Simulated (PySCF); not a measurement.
# CF: one geometry, many levels of theory

Aim: at the PBE0 minimum of doublet CF, found before, compare methods on energies and levels.

The runs use PySCF 2.14.0; several methods, basis C def2-TZVP, F def2-TZVP, no relativity, density fitting.

## (1) Where the work starts

2 atoms, charge 0, spin multiplicity 2.

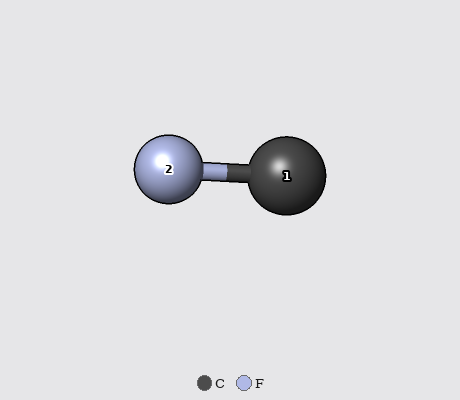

As it starts; carbon dark grey, fluorine light blue; atoms are numbered from 1 in the order of the file.

Z-matrix (Å, degrees; charge 0 multiplicity 2):
```
C
F  1 1.2683
```

## (2) CCSD(T)

One driver script runs all steps and calls PySCF; scf.py shows the equivalent input of each level. Each SCF starts from the density of the minimum. The driver also runs the species with one electron less or more at the same geometry (one less: multiplicity 1, one more: multiplicity 3); their logs are not shown.

Input file scf.py:

```python
from pyscf import gto, scf, dft
mol = gto.M(atom='''
C     -0.000000     0.000000    -0.777315
F      0.000000    -0.000000     0.490977''',
    basis={'C': 'def2-TZVP', 'F': 'def2-TZVP'},
    charge=0, spin=1)
mf = scf.UHF(mol)
aux = {'C': 'def2-universal-JKFIT', 'F': 'def2-universal-JKFIT'}
mf = mf.density_fit(auxbasis=aux)
mf.conv_tol = 1e-08
mf.diis_space = 10
mf.max_cycle = 60
mf.verbose = 4
mf.kernel()
from pyscf import cc
mycc = cc.CCSD(mf, frozen=2).run()
mycc.ccsd_t()
```

Launch:

```sh
$ OMP_NUM_THREADS=4 python axn.py task.json out
```

Standard output:

```text
init E= -137.218931972205
[... the frontier-level lines of each cycle are left out ...]
cycle= 1 E= -137.2309197593  delta_E= -0.012  |g|= 0.0458  |ddm|= 0.102
cycle= 2 E= -137.23193752288  delta_E= -0.00102  |g|= 0.0216  |ddm|= 0.0436
cycle= 3 E= -137.232170571621  delta_E= -0.000233  |g|= 0.00987  |ddm|= 0.0125
cycle= 4 E= -137.232249733553  delta_E= -7.92e-05  |g|= 0.00239  |ddm|= 0.0113
cycle= 5 E= -137.232258357753  delta_E= -8.62e-06  |g|= 0.000722  |ddm|= 0.00424
cycle= 6 E= -137.232259029281  delta_E= -6.72e-07  |g|= 0.000185  |ddm|= 0.00124
cycle= 7 E= -137.232259076115  delta_E= -4.68e-08  |g|= 6.46e-05  |ddm|= 0.000325
cycle= 8 E= -137.232259083244  delta_E= -7.13e-09  |g|= 2.32e-05  |ddm|= 9.51e-05
Extra cycle  E= -137.232259083889  delta_E= -6.45e-10  |g|= 1.51e-05  |ddm|= 1.77e-05
converged SCF energy = -137.232259083889  <S^2> = 0.76211013  2S+1 = 2.0120737
CCSD nocc = (np.int64(6), np.int64(5)), nmo = (60, 60)
Init t2, MP2 energy = -0.349422992432894
UCCSD converged
E(UCCSD) = -137.5973592267219  E_corr = -0.365100142832795
UCCSD(T) correction = -0.0127719334820629
```

This level, with the species of one electron less or more, needed 29 s of wall time on 4 threads of AMD EPYC 7R43 (Zen 3), shared host.

```
energy                                                              : -137.610131 Eh
one electron less (charge +1)                                       : -137.266244 Eh (singlet, ⟨S²⟩ 0.00)
one electron more (charge -1)                                       : -137.596419 Eh (triplet, ⟨S²⟩ 2.03)
MP2 correlation in its own fitting basis (same spin, opposite spin) : -0.34916 Eh (-0.08809, -0.26107)
CCSD, (T)                                                           : -0.36510, -0.01277 Eh; T1 0.020, D1 0.049
```

## (3) HF

Changes to scf.py since step 2:

```diff
@@ -15,3 +14,0 @@
-from pyscf import cc
-mycc = cc.CCSD(mf, frozen=2).run()
-mycc.ccsd_t()
```

The SCF cycles repeat those of step 2.

This level, with the species of one electron less or more, took under 0.5 s.

| Item | Value |
| --- | --- |
| energy | -137.232259 Eh |
| one electron less (charge +1) | -136.881417 Eh (singlet, ⟨S²⟩ 0.00) |
| one electron more (charge -1) | -137.207633 Eh (triplet, ⟨S²⟩ 2.03) |
| Mulliken charge of C1 | +0.15 e |

## (4) PBE0

Changes to scf.py since step 3:

```diff
@@ -7 +7,2 @@
-mf = scf.UHF(mol)
+mf = dft.UKS(mol, xc='PBE0')
+mf.grids.atom_grid = (75, 302)
```

Standard output:

```text
init E= -137.696105517573
[... the frontier-level lines of each cycle are left out ...]
cycle= 1 E= -137.696105517533  delta_E= 3.98e-11  |g|= 1.42e-05  |ddm|= 7.96e-06
Extra cycle  E= -137.696105517408  delta_E= 1.25e-10  |g|= 2.49e-05  |ddm|= 1.41e-05
converged SCF energy = -137.696105517408  <S^2> = 0.75441843  2S+1 = 2.0044136
```

This level, with the species of one electron less or more, took 0.6 s.

```
energy                        : -137.696106 Eh
one electron less (charge +1) : -137.335786 Eh (singlet, ⟨S²⟩ 0.00)
one electron more (charge -1) : -137.692954 Eh (triplet, ⟨S²⟩ 2.01)
Mulliken charge of C1         : +0.02 e
```

## (5) PBE

Changes to scf.py since step 4:

```diff
@@ -7 +7 @@
-mf = dft.UKS(mol, xc='PBE0')
+mf = dft.UKS(mol, xc='PBE')
```

Standard output:

```text
init E= -137.694370894823
[... the frontier-level lines of each cycle are left out ...]
cycle= 1 E= -137.694975643083  delta_E= -0.000605  |g|= 0.0589  |ddm|= 0.0735
cycle= 2 E= -137.68875878314  delta_E= 0.00622  |g|= 0.152  |ddm|= 0.0862
cycle= 3 E= -137.696232283443  delta_E= -0.00747  |g|= 0.00685  |ddm|= 0.0569
cycle= 4 E= -137.696252400247  delta_E= -2.01e-05  |g|= 0.000989  |ddm|= 0.00483
cycle= 5 E= -137.69625284165  delta_E= -4.41e-07  |g|= 0.000153  |ddm|= 0.00104
cycle= 6 E= -137.696252850853  delta_E= -9.2e-09  |g|= 1.23e-05  |ddm|= 0.000101
Extra cycle  E= -137.696252850936  delta_E= -8.31e-11  |g|= 5.41e-06  |ddm|= 1.39e-05
converged SCF energy = -137.696252850936  <S^2> = 0.75308813  2S+1 = 2.0030858
```

This level, with the species of one electron less or more, took 1.5 s.

| Quantity | Value |
| --- | --- |
| energy | -137.696253 Eh |
| one electron less (charge +1) | -137.343845 Eh (singlet, ⟨S²⟩ 0.00) |
| one electron more (charge -1) | -137.690764 Eh (triplet, ⟨S²⟩ 2.01) |
| Mulliken charge of C1 | -0.03 e |

## (6) B3LYP

Changes to scf.py since step 5:

```diff
@@ -7 +7 @@
-mf = dft.UKS(mol, xc='PBE')
+mf = dft.UKS(mol, xc='B3LYP')
```

Standard output:

```text
init E= -137.841889294135
[... the frontier-level lines of each cycle are left out ...]
cycle= 1 E= -137.842644400753  delta_E= -0.000755  |g|= 0.0134  |ddm|= 0.0596
cycle= 2 E= -137.842596793862  delta_E= 4.76e-05  |g|= 0.0183  |ddm|= 0.0112
cycle= 3 E= -137.842682445735  delta_E= -8.57e-05  |g|= 0.00351  |ddm|= 0.00722
cycle= 4 E= -137.842687164664  delta_E= -4.72e-06  |g|= 0.000367  |ddm|= 0.00216
cycle= 5 E= -137.842687253054  delta_E= -8.84e-08  |g|= 0.000125  |ddm|= 0.000457
cycle= 6 E= -137.842687261945  delta_E= -8.89e-09  |g|= 2.33e-05  |ddm|= 0.000122
Extra cycle  E= -137.842687262326  delta_E= -3.81e-10  |g|= 1.76e-05  |ddm|= 2.84e-05
converged SCF energy = -137.842687262326  <S^2> = 0.75368409  2S+1 = 2.0036807
```

This level, with the species of one electron less or more, needed 1.5 s of wall time on 4 threads of AMD EPYC 7R43 (Zen 3), shared host.

```
energy                        : -137.842687 Eh
one electron less (charge +1) : -137.480087 Eh (singlet, ⟨S²⟩ 0.00)
one electron more (charge -1) : -137.839259 Eh (triplet, ⟨S²⟩ 2.01)
Mulliken charge of C1         : +0.03 e
```

## (7) r2SCAN

Changes to scf.py since step 6:

```diff
@@ -7,2 +7,2 @@
-mf = dft.UKS(mol, xc='B3LYP')
-mf.grids.atom_grid = (75, 302)
+mf = dft.UKS(mol, xc='R2SCAN')
+mf.grids.atom_grid = (90, 434)
```

Standard output:

```text
init E= -137.774444238383
[... the frontier-level lines of each cycle are left out ...]
cycle= 1 E= -137.774998409143  delta_E= -0.000554  |g|= 0.00553  |ddm|= 0.0444
cycle= 2 E= -137.775003893816  delta_E= -5.48e-06  |g|= 0.00492  |ddm|= 0.00831
cycle= 3 E= -137.775010719762  delta_E= -6.83e-06  |g|= 0.00397  |ddm|= 0.00457
cycle= 4 E= -137.77501541891  delta_E= -4.7e-06  |g|= 0.000497  |ddm|= 0.00144
cycle= 5 E= -137.775015552838  delta_E= -1.34e-07  |g|= 0.000177  |ddm|= 0.000542
cycle= 6 E= -137.775015566839  delta_E= -1.4e-08  |g|= 3.39e-05  |ddm|= 0.000143
cycle= 7 E= -137.775015567798  delta_E= -9.59e-10  |g|= 1.08e-05  |ddm|= 5.16e-05
Extra cycle  E= -137.775015567998  delta_E= -2e-10  |g|= 1.41e-05  |ddm|= 3.85e-05
converged SCF energy = -137.775015567998  <S^2> = 0.75574596  2S+1 = 2.0057377
```

This level, with the species of one electron less or more, took 4.1 s.

| Quantity | Value |
| --- | --- |
| energy | -137.775016 Eh |
| one electron less (charge +1) | -137.414994 Eh (singlet, ⟨S²⟩ 0.00) |
| one electron more (charge -1) | -137.773996 Eh (triplet, ⟨S²⟩ 2.01) |
| Mulliken charge of C1 | +0.02 e |

## (8) wB97X

Changes to scf.py since step 7:

```diff
@@ -7,2 +7,2 @@
-mf = dft.UKS(mol, xc='R2SCAN')
-mf.grids.atom_grid = (90, 434)
+mf = dft.UKS(mol, xc='WB97X')
+mf.grids.atom_grid = (75, 302)
```

Standard output:

```text
init E= -137.806666402877
[... the frontier-level lines of each cycle are left out ...]
cycle= 1 E= -137.807147648409  delta_E= -0.000481  |g|= 0.00973  |ddm|= 0.049
cycle= 2 E= -137.807170715358  delta_E= -2.31e-05  |g|= 0.00979  |ddm|= 0.0131
cycle= 3 E= -137.807197952296  delta_E= -2.72e-05  |g|= 0.00179  |ddm|= 0.0039
cycle= 4 E= -137.807201319966  delta_E= -3.37e-06  |g|= 0.000375  |ddm|= 0.00358
cycle= 5 E= -137.807201575868  delta_E= -2.56e-07  |g|= 0.000104  |ddm|= 0.00101
cycle= 6 E= -137.807201590012  delta_E= -1.41e-08  |g|= 3.34e-05  |ddm|= 0.000197
cycle= 7 E= -137.807201591723  delta_E= -1.71e-09  |g|= 1.09e-05  |ddm|= 6.1e-05
Extra cycle  E= -137.807201591895  delta_E= -1.72e-10  |g|= 6.59e-06  |ddm|= 1.29e-05
converged SCF energy = -137.807201591895  <S^2> = 0.75415023  2S+1 = 2.0041459
```

This level, with the species of one electron less or more, took 1.6 s.

| Quantity | Value |
| --- | --- |
| energy | -137.807202 Eh |
| one electron less (charge +1) | -137.450788 Eh (singlet, ⟨S²⟩ 0.00) |
| one electron more (charge -1) | -137.801908 Eh (triplet, ⟨S²⟩ 2.01) |
| Mulliken charge of C1 | +0.03 e |

## (9) All levels side by side

| level | atomisation energy (kJ/mol) | vertical ionisation energy (eV) | vertical electron affinity (eV) | −ε(HOMO) (eV) | gap (eV) | dipole (D) | wall time |
| --- | --- | --- | --- | --- | --- | --- | --- |
| CCSD(T) | 533 | 9.36 | -0.37 | – | – | – | 29 s |
| HF | 336 | 9.55 | -0.67 | 10.83 | 12.64 | 0.45 | under 0.5 s |
| PBE0 | 563 | 9.80 | -0.09 | 6.23 | 3.49 | 0.80 | 0.6 s |
| PBE | 607 | 9.59 | -0.15 | 4.52 | 0.44 | 0.96 | 1.5 s |
| B3LYP | 559 | 9.87 | -0.09 | 5.97 | 2.93 | 0.79 | 1.5 s |
| r2SCAN | 563 | 9.80 | -0.03 | 5.02 | 1.28 | 0.88 | 4.1 s |
| wB97X | 562 | 9.70 | -0.14 | 8.70 | 8.53 | 0.80 | 1.6 s |

Times are for 4 threads of AMD EPYC 7R43 (Zen 3), shared host; PBE0 starts from its own converged density, so its time is not comparable. A dash stands where a species or a free atom was not run at that level, or the quantity is not defined.

Atomisation goes to high-spin atoms in their ground configurations, run at the same level, without zero-point energy.

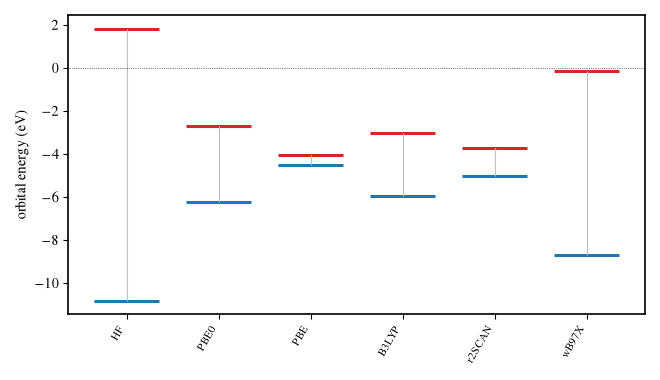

Highest occupied (blue) and lowest empty (red) levels by method.

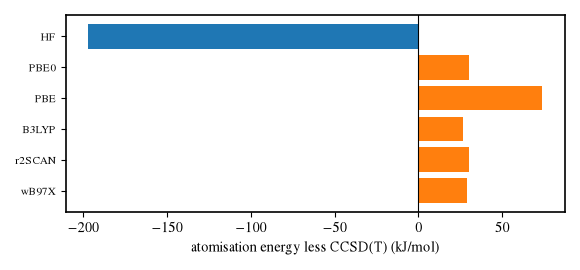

Deviation of the atomisation energy from CCSD(T).

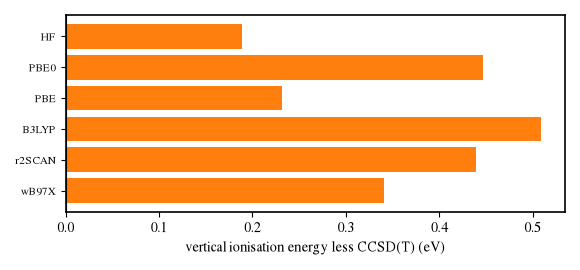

Deviation of the vertical ionisation energy from CCSD(T).

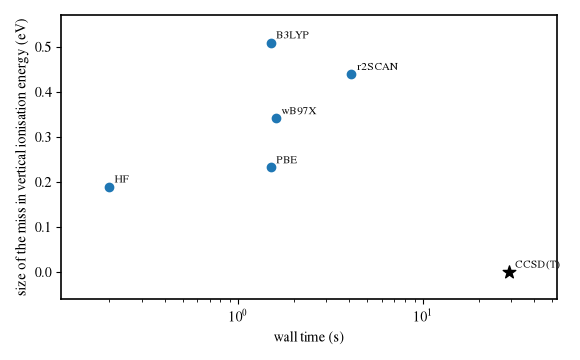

Cost against accuracy: time of each level and its distance from CCSD(T) in the vertical ionisation energy.

## (10) Summary of results

| quantity | value |
| --- | --- |
| atomisation energy, CCSD(T) in this basis | 533 kJ/mol |
| vertical ionisation energy, CCSD(T) | 9.36 eV |
| vertical electron affinity | negative in this basis |
| orbital gap, range | 0.44 (PBE) to 12.64 (HF) eV |
| T1, D1 | 0.020, 0.049 |
| T1, D1 of the cation | 0.028, 0.058 |
| T1, D1 of the anion | 0.017, 0.041 |

The functionals' atomisation energies stand +26 kJ/mol (B3LYP) to +74 kJ/mol (PBE) from CCSD(T); much of that can be the slow basis convergence of CCSD(T), which binds tens of kJ/mol more at its limit, so it ranks no functional. HF lacks the correlation that pairing electrons in bonds brings, so it binds too weakly, by 197 kJ/mol even against this CCSD(T). Against CCSD(T), the vertical ionisation energy is best met by HF (+0.19 eV) and worst by B3LYP (+0.51 eV). A negative electron affinity (at CCSD(T)) reflects the basis more than the molecule, so no ranking is made on it; without diffuse functions even a bound anion can come out this way. The PBE orbital energy is a poor guide to ionisation (4.5 eV, 4.8 eV too small); the difference of PBE energies gives 9.6 eV.
